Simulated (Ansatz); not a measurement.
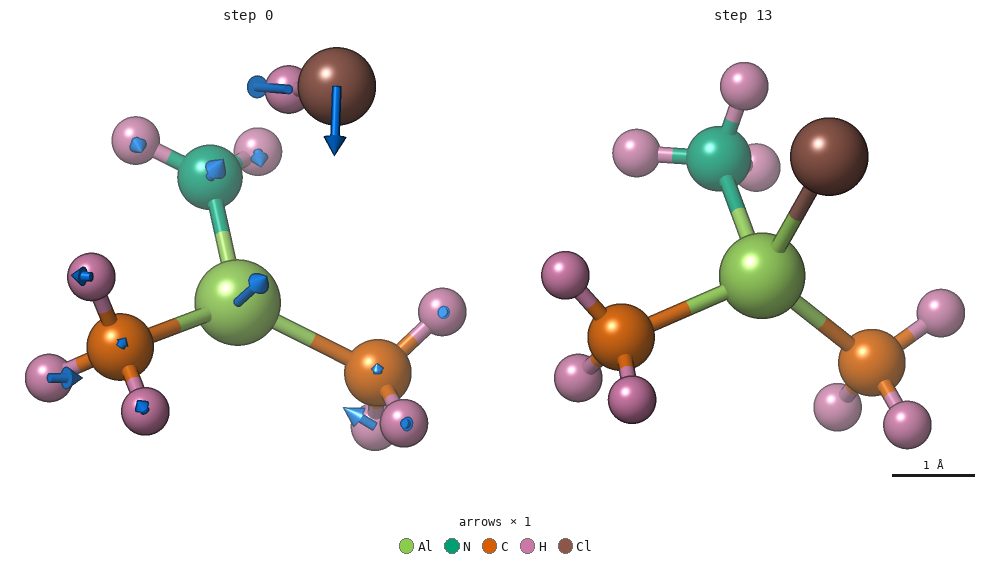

The structure of C2H9AlClN before (left) and after (right) a relaxation, at one scale. The blue arrows give the displacements, at their true length.

Style: ball-and-stick. Shown at a tilt.

The run prepares an end point of a later path (reaction) calculation, from a guessed geometry.

These are results of RKS PBE-D4/def2-SVP in Ansatz, not measurements. Settings: no spin polarisation; force threshold 0.03 eV/Å; at most 50 steps.

### What changed between the two?

The largest move after the best rigid fit is that of an H atom, 1.19 Å. By element the largest moves are H 1.19 Å, Cl 0.88 Å, Al 0.85 Å, N 0.41 Å, C 0.14 Å. Some distances before and after: Cl–H 1.325 → 2.761 Å, Al–Cl 3.527 → 2.192 Å, H–N 2.308 → 1.032 Å, Al–N 1.883 → 2.088 Å. New bonds form, among them: Al–Cl (3.53 → 2.19 Å), H–N (2.31 → 1.03 Å). Bonds break, among them: Cl–H (1.33 → 2.76 Å). Bond angles that change, for instance: N–Al–C 115.8° → 103.0°, N–Al–C 115.3° → 103.0°, Al–N–H 123.9° → 114.2°. Over 12 accepted moves (13 points after the start) the energy falls by 43.7 kcal/mol. Largest force component: 1.1 eV/Å at the start, 0.025 eV/Å at the end. The line search rejected the trial step at point 10 of the run. The run took 37 s on 4 threads of Arm Neoverse N1 (shared host), peak memory 0.18 GiB.

Limits of the set-up: the start holds two separate molecules, 2.3 Å apart at their closest, whose relative position is a soft coordinate.
